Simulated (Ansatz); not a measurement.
The compound is Al₂O₃ (space group R-3c, No. 167), taken as the geometry relaxed with DFT, PBE, plane waves, PAW in Ansatz 0.2.0; the starting structure was generated, so it need not be a known form of this composition.

```
CELL_PARAMETERS angstrom
4.80857 0.00000 0.00000
-2.40428 4.16434 0.00000
0.00000 0.00000 13.12359
ATOMIC_POSITIONS crystal
Al 0.00000 0.00000 0.35215
Al 0.66667 0.33333 0.18548
Al 0.33333 0.66667 0.31452
Al 0.66667 0.33333 0.48118
O 0.69383 0.00000 0.25000
O 0.30617 0.30617 0.25000
O 0.63951 0.66667 0.41667
O 0.33333 0.97284 0.41667
O 0.02716 0.36049 0.41667
O 0.00000 0.69383 0.25000
Al 0.66667 0.33333 0.68548
Al 0.33333 0.66667 0.51882
Al 0.00000 0.00000 0.64785
Al 0.33333 0.66667 0.81452
O 0.36049 0.33333 0.58333
O 0.97284 0.63951 0.58333
O 0.30617 0.00000 0.75000
O 0.00000 0.30617 0.75000
O 0.69383 0.69383 0.75000
O 0.66667 0.02716 0.58333
Al 0.33333 0.66667 0.01882
Al 0.00000 0.00000 0.85215
Al 0.66667 0.33333 0.98118
Al 0.00000 0.00000 0.14785
O 0.02716 0.66667 0.91667
O 0.63951 0.97284 0.91667
O 0.97284 0.33333 0.08333
O 0.66667 0.63951 0.08333
O 0.36049 0.02716 0.08333
O 0.33333 0.36049 0.91667
```

Bonds are taken as Al–O below 2.2 Å. Simplification: prune 0- and 1-connected atoms, fold 2-connected ones into links.

What net does this leave?

The result is a binodal (4,6)-connected, three-periodic net: O is a 4-connected node; Al is a 6-connected node, in the ratio 3:2. It is the cor net, known from corundum. It is a single net, without interpenetration.

```tsv
node	links	point symbol	coordination sequence
O	4	4³·6³	4 16 26 66 70
Al	6	4⁶·6⁹	6 13 39 46 105
```

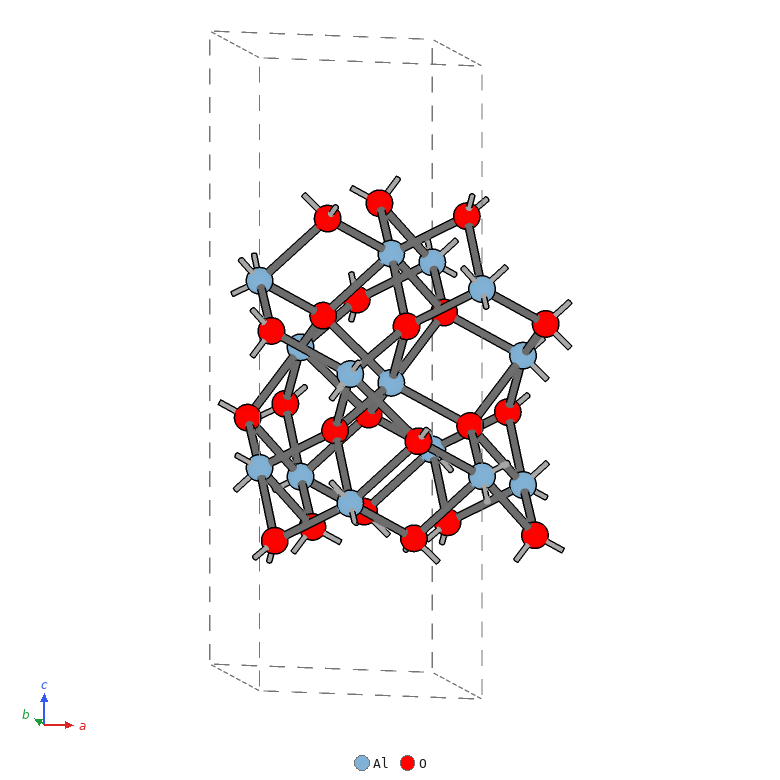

Nodes are coloured by element. Edges to nodes outside the piece are drawn as stubs.
